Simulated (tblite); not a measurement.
## Geometry relaxation, with input and output: C5H9FN2Si (part 1 of 2)

C5H9FN2Si, computed with GFN2-xTB geometry optimisation, gas phase (tblite 0.8.0).

It belongs to a series of runs on one base structure; here: H on C replaced by CH2CN.

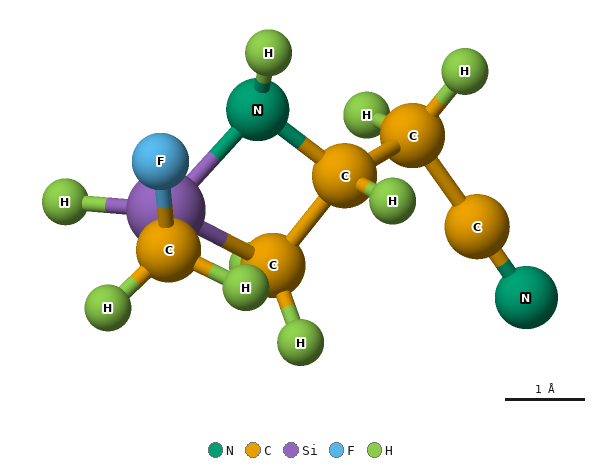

*The input geometry (ball-and-stick view, seen at a tilt).*

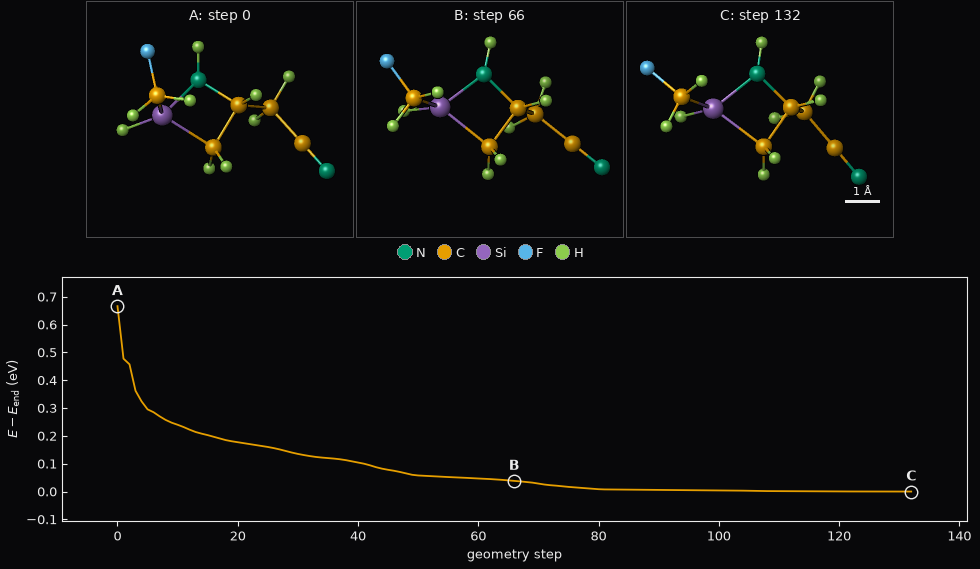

*Frames of the relaxation (ball-and-stick view, seen at a tilt) above the curves, on which the letters mark them (steps are counted from 0).*

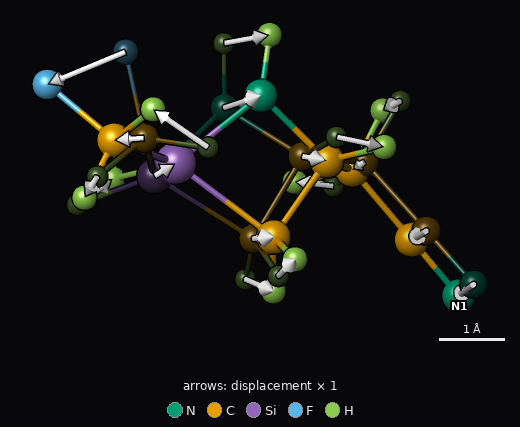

*Start (faint) and end (solid) with the displacements as white arrows, at true length (ball-and-stick view, seen at a tilt). The two geometries are laid on each other by the best rigid fit.*

F8 moves most after the best rigid fit: 1.36 Å. By element the largest moves are F 1.36 Å, N 1.11 Å, H 1.06 Å, C 0.71 Å, Si 0.39 Å. Distances before and after: C2–C3 1.491 → 1.438 Å, C5–Si6 1.860 → 1.910 Å, Si6–N9 1.762 → 1.720 Å, Si6–H15 1.438 → 1.469 Å. Among the angles that change: Si6–N9–H18 120.8° → 137.0°, C7–Si6–H15 117.3° → 108.1°, F8–C7–H17 113.7° → 106.0°. The energy falls by 0.666 eV in 132 geometry steps. The largest force component goes from 1.5 to 0.005 eV/Å. (Atoms are counted from 1 in the order of the input.)

The input and output of the run follow.

## Input
```
{"job": {"kind": "relax", "xc": "GFN2-xTB", "basis": "xTB"}, "charge": 0, "multiplicity": 1}
N     -3.010300     2.409600    -0.286500
C     -2.637100     1.408400     0.141100
C     -2.140900     0.112400     0.686600
C     -0.652500     0.135000     0.465800
C     -0.225700     0.259800    -0.987000
Si     1.167400    -0.940900    -0.710300
C      2.748100    -0.172900    -0.086400
F      3.166900    -0.886900     1.009100
N      0.042600    -1.128900     0.632400
H     -2.649300    -0.659300     0.066600
H     -2.411500     0.044100     1.761800
H     -0.184900     0.960100     1.034700
H      0.085300     1.269200    -1.282100
H     -0.967300    -0.143400    -1.688100
H      1.285000    -2.009100    -1.665100
H      2.509800     0.873600     0.228700
H      3.492200    -0.117800    -0.886300
H      0.373300    -1.406900     1.553500
```

The first line tells a small driver script what to run in tblite; the rest is the geometry in Å.

Run as:
```bash
OMP_NUM_THREADS=1 python <driver script> task.json out
```

## Output
```
step      E/eV     max force
  0    -749.14097    2.160
  1    -749.32961    1.400
  2    -749.34998    4.086
  3    -749.44501    0.885
  4    -749.48297    0.757
  5    -749.51168    0.306
  6    -749.52209    0.311
  7    -749.53667    0.362
  8    -749.54966    0.409
  9    -749.55959    0.284
 10    -749.56716    0.250
 11    -749.57537    0.312
 12    -749.58483    0.318
 13    -749.59321    0.260
 14    -749.59914    0.174
 15    -749.60438    0.206
 16    -749.61040    0.249
 17    -749.61675    0.225
 18    -749.62227    0.183
 19    -749.62645    0.167
 20    -749.62982    0.150
 21    -749.63302    0.155
 22    -749.63631    0.135
 23    -749.63972    0.166
 24    -749.64323    0.184
 25    -749.64693    0.181
 26    -749.65105    0.145
 27    -749.65590    0.158
 28    -749.66143    0.170
 29    -749.66703    0.229
 30    -749.67192    0.207
 31    -749.67604    0.160
 32    -749.67972    0.173
 33    -749.68281    0.138
 34    -749.68507    0.128
 35    -749.68687    0.112
 36    -749.68872    0.150
 37    -749.69112    0.267
 38    -749.69438    0.185
 39    -749.69863    0.222
 40    -749.70266    0.173
 41    -749.70710    0.156
 42    -749.71290    0.308
 43    -749.71961    0.240
 44    -749.72493    0.176
 45    -749.72899    0.152
 46    -749.73253    0.151
 47    -749.73687    0.312
 48    -749.74191    0.222
 49    -749.74694    0.166
 50    -749.74937    0.093
 51    -749.75056    0.085
 52    -749.75174    0.099
 53    -749.75304    0.082
 54    -749.75411    0.077
 55    -749.75503    0.069
 56    -749.75595    0.060
 57    -749.75689    0.083
 58    -749.75795    0.108
 59    -749.75915    0.127
 60    -749.76024    0.106
 61    -749.76113    0.080
 62    -749.76234    0.090
 63    -749.76359    0.079
 64    -749.76521    0.100
 65    -749.76701    0.105
 66    -749.76886    0.100
 67    -749.77070    0.098
 68    -749.77293    0.128
 69    -749.77509    0.236
 70    -749.77848    0.294
 71    -749.78193    0.105
 72    -749.78438    0.236
 73    -749.78608    0.112
 74    -749.78836    0.110
 75    -749.79041    0.138
 76    -749.79207    0.169
 77    -749.79388    0.140
 78    -749.79560    0.097
 79    -749.79734    0.090
 80    -749.79871    0.089
 81    -749.79950    0.050
 82    -749.79973    0.177
 83    -749.80002    0.032
 84    -749.80016    0.033
 85    -749.80042    0.036
 86    -749.80058    0.053
 87    -749.80080    0.045
 88    -749.80100    0.056
 89    -749.80121    0.028
 90    -749.80138    0.027
 91    -749.80152    0.049
 92    -749.80168    0.046
 93    -749.80184    0.040
 94    -749.80199    0.025
 95    -749.80212    0.024
 96    -749.80226    0.034
 97    -749.80245    0.047
 98    -749.80271    0.046
 99    -749.80298    0.036
100    -749.80319    0.032
101    -749.80333    0.025
102    -749.80347    0.026
103    -749.80366    0.032
104    -749.80395    0.038
105    -749.80438    0.048
106    -749.80486    0.055
107    -749.80523    0.049
108    -749.80544    0.038
109    -749.80557    0.037
110    -749.80568    0.025
111    -749.80576    0.035
112    -749.80583    0.026
113    -749.80589    0.023
114    -749.80595    0.020
115    -749.80602    0.019
116    -749.80611    0.044
117    -749.80622    0.041
118    -749.80637    0.054
119    -749.80653    0.031
120    -749.80668    0.029
121    -749.80679    0.027
122    -749.80687    0.016
123    -749.80692    0.015
124    -749.80696    0.028
125    -749.80701    0.020
126    -749.80706    0.019
127    -749.80711    0.015
128    -749.80713    0.021
129    -749.80714    0.022
130    -749.80715    0.019
131    -749.80716    0.011
132    -749.80718    0.006
```

## Trajectory as extended XYZ (Å, eV, eV/Å), 12 of the 133 frames kept, from step=0 to step=132
```
18
Properties=species:S:1:pos:R:3:forces:R:3 step=0 energy=-749.14097
N    -3.0103    2.4096   -0.2865    0.3930  -1.0020   0.4200
C    -2.6371    1.4084    0.1411   -0.1140  -0.1640   0.3090
C    -2.1409    0.1124    0.6866   -1.2690   1.1930  -0.4840
C    -0.6525    0.1350    0.4658    0.8390   0.0270  -0.3590
C    -0.2257    0.2598   -0.9870   -0.3440   1.5280  -1.4870
Si    1.1674   -0.9409   -0.7103   -1.3370  -0.9520   0.4550
C     2.7481   -0.1729   -0.0864   -0.0150   1.1670  -0.2770
F     3.1669   -0.8869    1.0091    0.5150   0.1800  -0.1060
N     0.0426   -1.1289    0.6324    1.0050  -0.9170   0.7560
H    -2.6493   -0.6593    0.0666    0.4150   0.1760   0.6060
H    -2.4115    0.0441    1.7618    0.0530  -0.0900  -0.6630
H    -0.1849    0.9601    1.0347   -0.3010  -0.2050   0.1300
H     0.0853    1.2692   -1.2821   -0.5290  -0.1510  -0.1090
H    -0.9673   -0.1434   -1.6881    0.1410   0.4240   0.2470
H     1.2850   -2.0091   -1.6651    0.1400  -0.4350  -0.1180
H     2.5098    0.8736    0.2287    0.4850  -0.5950   0.1070
H     3.4922   -0.1178   -0.8863    0.4230  -0.1680   0.5660
H     0.3733   -1.4069    1.5535   -0.5000  -0.0150   0.0070
18
Properties=species:S:1:pos:R:3:forces:R:3 step=12 energy=-749.58483
N    -3.0255    2.3817   -0.2341   -0.1390   0.2360  -0.1180
C    -2.6693    1.3705    0.1560   -0.0170  -0.2440   0.2040
C    -2.1514    0.1237    0.6558    0.1120   0.0460  -0.0500
C    -0.6364    0.1563    0.4270    0.0770  -0.0030  -0.0100
C    -0.2278    0.3257   -1.0415    0.0650   0.0700  -0.0760
Si    1.1300   -0.9790   -0.7058   -0.0820   0.0720   0.0910
C     2.7792   -0.1634   -0.1185   -0.0570   0.0790  -0.0890
F     3.2689   -0.8627    0.9742    0.0140   0.0660  -0.1660
N     0.0472   -1.1185    0.6400   -0.0920   0.0350   0.0290
H    -2.5951   -0.7080    0.1076   -0.0190  -0.0500  -0.0070
H    -2.3833    0.0281    1.7181   -0.0530  -0.0250   0.0200
H    -0.2047    0.9452    1.0598   -0.0950   0.0400  -0.0740
H     0.0196    1.3372   -1.3316    0.1330   0.1340   0.0300
H    -1.0204   -0.0082   -1.7050    0.0530  -0.1020  -0.0100
H     1.3049   -2.1341   -1.5740   -0.0060  -0.0420   0.0860
H     2.5863    0.8588    0.2307    0.1080  -0.0760   0.0300
H     3.5811   -0.1256   -0.8598   -0.0190  -0.0820   0.0690
H     0.1878   -1.4214    1.5894    0.0140  -0.1540   0.0420
18
Properties=species:S:1:pos:R:3:forces:R:3 step=24 energy=-749.64323
N    -3.1713    2.3463   -0.1876   -0.0530  -0.1070   0.0300
C    -2.7641    1.3438    0.1836    0.0050   0.1830  -0.0190
C    -2.1611    0.1227    0.6402   -0.1320  -0.0680  -0.0250
C    -0.6500    0.2038    0.4196   -0.0400   0.0010   0.0120
C    -0.1772    0.3779   -1.0352    0.0020  -0.0020   0.0170
Si    1.1370   -0.9584   -0.6523    0.0220   0.0100  -0.0270
C     2.8221   -0.1627   -0.1617    0.0040  -0.0370  -0.0300
F     3.3466   -0.8971    0.8888    0.0980   0.0180  -0.0400
N     0.0269   -1.0629    0.6576    0.0120  -0.0460  -0.0040
H    -2.5767   -0.7190    0.0873   -0.0210  -0.0910  -0.1180
H    -2.3859   -0.0231    1.7010    0.0150   0.0420   0.0000
H    -0.2654    1.0113    1.0546    0.0590   0.0340   0.0200
H     0.1058    1.3903   -1.3027    0.0660  -0.0110   0.0560
H    -0.9277    0.0473   -1.7473   -0.0370  -0.0080   0.0620
H     1.2957   -2.2142   -1.3780    0.0010   0.0730  -0.0060
H     2.7244    0.8638    0.2054   -0.0360  -0.0320   0.0200
H     3.5754   -0.1666   -0.9507    0.0370  -0.0630  -0.0120
H     0.0366   -1.4969    1.5657   -0.0020   0.1040   0.0660
18
Properties=species:S:1:pos:R:3:forces:R:3 step=36 energy=-749.68872
N    -3.4387    2.2845   -0.1251    0.0620  -0.0400  -0.0110
C    -2.8885    1.3281    0.1754    0.0460  -0.0220   0.0390
C    -2.2061    0.1228    0.5716    0.0480  -0.0130  -0.0340
C    -0.6792    0.2462    0.4379   -0.0420   0.0000   0.0150
C    -0.1102    0.4073   -0.9829   -0.0870   0.0610   0.0550
Si    1.1531   -0.9626   -0.5475   -0.0780   0.0250  -0.0280
C     2.9009   -0.2250   -0.2117    0.0160   0.0140  -0.0070
F     3.5592   -0.9564    0.7604   -0.0190  -0.0220  -0.0080
N     0.0028   -1.0117    0.7359    0.0380   0.1090   0.0960
H    -2.5743   -0.7025   -0.0437    0.0660  -0.0250  -0.0130
H    -2.4545   -0.0829    1.6190   -0.0210  -0.0140  -0.0540
H    -0.3456    1.0674    1.0903   -0.0310  -0.0700  -0.0280
H     0.2478    1.4080   -1.1996   -0.0100   0.0070  -0.0230
H    -0.8407    0.1337   -1.7380    0.0390   0.0010  -0.0050
H     1.2752   -2.2123   -1.2863   -0.0500  -0.0350   0.0050
H     2.8598    0.8047    0.1557    0.0140  -0.0060   0.0480
H     3.5503   -0.2445   -1.0904   -0.0190  -0.0160  -0.0180
H    -0.0201   -1.3986    1.6674    0.0290   0.0460  -0.0300
```
